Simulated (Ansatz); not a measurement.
# How many bands does the GW gap of WSO (2H monolayer (Janus)) need?, part 2 of 2

Wanted: a G0W0 gap for WSO (2H monolayer (Janus)) that is converged in bands and cutoff, or an estimate of the limit.

Ansatz 0.2.0; G0W0 on PBE, plane waves, PAW; PAW set soft_1. Known limits of the many-body steps: not at the basis limit; coarse mesh for a sheet; no spin-orbit coupling.

So far. Step 5 (802 empty bands, screening to 135 eV): Against the run with 6×6×1 mesh, 436 empty bands, screening to 90 eV, PAW set soft_1 files, the gap moves by +0.013 eV.

## (6) Changing the k mesh: 3×3×1 mesh, 202 empty bands, screening to 54 eV, PAW set soft_1 files

A second mesh at equal bands and cutoff isolates the sampling error. Bands and cutoff differ from the step before, so it is read against an earlier run that matches them.

input.yaml reads:

```yaml
crystal:
  lattice:
    - [3.0054232082, 0.0, 0.0]
    - [-1.5027116041, 2.6027728474, 0.0]
    - [0.0, 0.0, 28.8]
  atoms:
    - { symbol: W, position: [0.3333333333, 0.6666666667, 0.5081420806] }
    - { symbol: O, position: [0.6666666667, 0.3333333333, 0.5486219072] }
    - { symbol: S, position: [0.6666666667, 0.3333333333, 0.4513780928] }
  periodic: [true, true, false]
kpoints:
  mp_grid: { grid: [3, 3, 1] }
hamiltonian:
  xc: pbe
  pseudopotentials: { kind: paw, azcp: { folder: soft_1 } }
scf:
  occupations: { method: fixed }
gw:
  n_empty_bands: 202
  ecut_chi: 54.0
  qp_bands: [v2, c2]
  qp_kpoints: band_edges
  screening: { model: contour_deformation }
```

Command:

```
$ ansatz run input.yaml --threads 4 --pin off --max-ram 17510MiB --backend cpu --events-out ev --progress --plain --runs-dir out
```

Numbers of over 12 decimals in the logs are rounded to 6 here.

What it wrote:

```text
[...]
Crystal: 3 atoms, lattice volume = 225.286 Å³
Basis set: ecut = 420 eV, 4249 PW (Γ)
Bands: 17, of which v1, the nominal top of the filled ones, is band 13 counted from 1 (12 counted from 0)
Symmetry: 6 space group operations
[...]
k-points: 3 of 9 (time reversal used)
[...]
1    14     -3.5461   -13.9994    -3.9449   -18.6887  0.7315    -2.7822    -2.8015  root
     1    15     -3.0991   -16.0753    -4.2018   -21.1642  0.7238    -2.1816    -2.2121  root
     2    12     -8.8722   -22.6438     3.9513   -18.5643  0.6945    -9.0009    -9.0004  root
     2    13     -6.5527   -20.4236     1.6083   -18.8458  0.7315    -6.5222    -6.5222  root
     2    14     -4.0777   -15.7536    -4.0596   -20.6230  0.7263    -3.2447    -3.2678  root
     2    15     -2.5224   -13.6526    -4.2111   -18.6830  0.7258    -1.6770    -1.7031  root
[key lines of the parts left out:]
SCF converged after 14 iterations
Free energy (F): -11856.737408 eV
Fermi energy:    -5.641803 eV
```

It took 5.2 s on 4 threads of Intel Xeon 6975P-C (Granite Rapids), shared host; peak memory 1.2 GiB; 18 s of CPU time.

This step gave:

```
bands summed                                 : 215
plane waves in the screening matrix          : 197
G0W0 gap on the mesh                         : 2.293 eV
k of the valence top                         : 0, 0, 0
k of the conduction bottom                   : 0.3333, 0.3333, 0
starting gap on the mesh                     : 1.564 eV
least direct G0W0 gap on the computed points : 3.215 eV
```

Against the run with 6×6×1 mesh, 202 empty bands, screening to 54 eV, PAW set soft_1 files, the gap moves by −0.14 eV.

## (7) Changing the k mesh: 9×9×1 mesh, 202 empty bands, screening to 54 eV, PAW set soft_1 files

input.yaml, as its differences from that of step 6:

```diff
@@ -11,3 +11,3 @@
 kpoints:
-  mp_grid: { grid: [3, 3, 1] }
+  mp_grid: { grid: [9, 9, 1] }
 hamiltonian:
```

What it wrote:

```text
[...]
Crystal: 3 atoms, lattice volume = 225.286 Å³
Basis set: ecut = 420 eV, 4249 PW (Γ)
Bands: 17, of which v1, the nominal top of the filled ones, is band 13 counted from 1 (12 counted from 0)
Symmetry: 6 space group operations
[...]
k-points: 12 of 81 (time reversal used)
[...]
1    15     -3.2787   -16.3199    -3.4575   -20.7882  0.7366    -2.2391    -2.2679  root
[...]
11    12     -8.8194   -22.6783     3.8724   -18.5424  0.7033    -9.0851    -9.0829  root
    11    13     -6.5602   -19.9934     1.0803   -18.8675  0.7474    -6.6058    -6.6058  root
    11    14     -4.0596   -16.3626    -3.3985   -20.6422  0.7472    -3.1604    -3.1785  root
    11    15     -2.4802   -13.5832    -4.1247   -18.6832  0.7377    -1.4726    -1.5049  root
[key lines of the parts left out:]
SCF converged after 11 iterations
Free energy (F): -11856.778997 eV
Fermi energy:    -5.612299 eV
```

It took 59 s on 4 threads; peak memory 1.5 GiB.

Numbers from this step:

| Quantity | Value |
| --- | --- |
| bands summed | 215 |
| plane waves in the screening matrix | 197 |
| G0W0 gap on the mesh | 2.438 eV |
| k of the valence top | 0, 0, 0 |
| k of the conduction bottom | 0.3333, 0.3333, 0 |
| starting gap on the mesh | 1.553 eV |
| least direct G0W0 gap on the computed points | 3.363 eV |

Against the run with 3×3×1 mesh, 202 empty bands, screening to 54 eV, PAW set soft_1 files, the gap moves by +0.14 eV.

## (8) Convergence and cost

Times are wall times on 4 threads of Intel Xeon 6975P-C (Granite Rapids), shared host, good to a factor of about two.

```
 mesh           files            frequency  bands summed  cutoff (eV)  start (eV)  G0W0 (eV)     time  host memory (GiB)
6×6×1  PAW set soft_1  contour deformation            84           27       1.553      2.633    6.7 s               0.72
6×6×1  PAW set soft_1  contour deformation           215           54       1.553      2.436     19 s                1.5
6×6×1  PAW set soft_1  contour deformation           449           90       1.553      2.393     93 s                3.5
6×6×1  PAW set soft_1  contour deformation           815          135       1.553      2.406  5.3 min                7.7
3×3×1  PAW set soft_1  contour deformation           215           54       1.564      2.293    5.2 s                1.2
9×9×1  PAW set soft_1  contour deformation           215           54       1.553      2.438     59 s                1.5
```

How the two edges are built up, in eV (the quasiparticle level is the starting level plus Σx plus Σc less Vxc):

```
      run               edge  start      Σx     Σc     Vxc     Z     QP
 84 bands        valence top  -5.61  -20.78   1.67  -19.30  0.75  -5.42
 84 bands  conduction bottom  -4.06  -16.30  -3.07  -20.64  0.75  -2.79
215 bands        valence top  -5.61  -20.78   1.48  -19.30  0.74  -5.61
215 bands  conduction bottom  -4.06  -16.30  -3.46  -20.64  0.75  -3.18
449 bands        valence top  -5.61  -20.78   1.28  -19.30  0.73  -5.82
449 bands  conduction bottom  -4.06  -16.30  -3.71  -20.64  0.74  -3.42
815 bands        valence top  -5.61  -20.78   1.11  -19.30  0.73  -5.98
815 bands  conduction bottom  -4.06  -16.30  -3.87  -20.64  0.74  -3.58
```

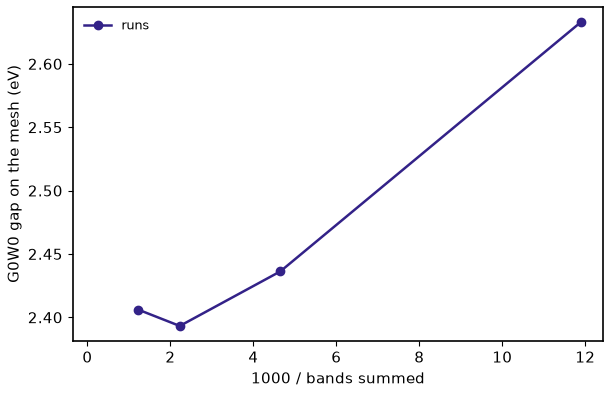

The gap against one over the number of bands.

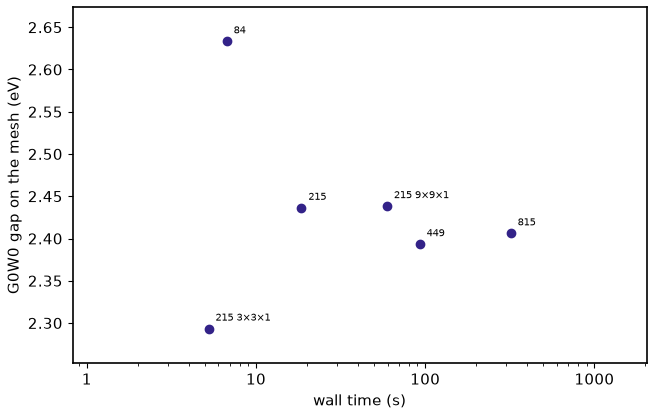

Result against wall time.

## (9) Summary of results

| Quantity | Value |
| --- | --- |
| 84 bands, 27 eV | 2.633 eV |
| 215 bands, 54 eV | 2.436 eV |
| 449 bands, 90 eV | 2.393 eV |
| 815 bands, 135 eV | 2.406 eV |
| mesh and start | 6×6×1, PBE |

What this shows: From 84 to 815 bands the gap moves by −0.23 eV while the time grows 48-fold. Σc changes by −0.56 eV at the valence top and −0.79 eV at the conduction bottom, so the levels themselves move more than the gap between them. The gap turns back along the series, so no limit is drawn from it. On the 3×3×1 mesh in place of 6×6×1 the gap differs by −0.14 eV, of which +0.01 eV is already in the start. On the 9×9×1 mesh in place of 6×6×1 the gap differs by +0.002 eV, of which −0.001 eV is already in the start. The mesh in the plane is coarse for a sheet; gap and any exciton binding can still move on denser ones. The many-body steps are scalar-relativistic: spin-orbit coupling is not in them.

[Paths, hosts, dates, memory and timing lines, banners, echoed tables and standing remarks are left out of the program output.]

[Logs are printed without paths, hosts, clocks, repeated set-up lines and the standing remarks that a program may print on its own settings, such as how far it seeks lower states.]

[Runs of the session that timed out or met a known fault of the program may be left out.]

[Cells called generated may have been cut or substituted from an entry of the Crystallography Open Database or the Materials Project.]

[Hosts, paths, dates, database ids (printed as entryN), source tags and the programs' standing remarks are cut or masked in the printed files.]
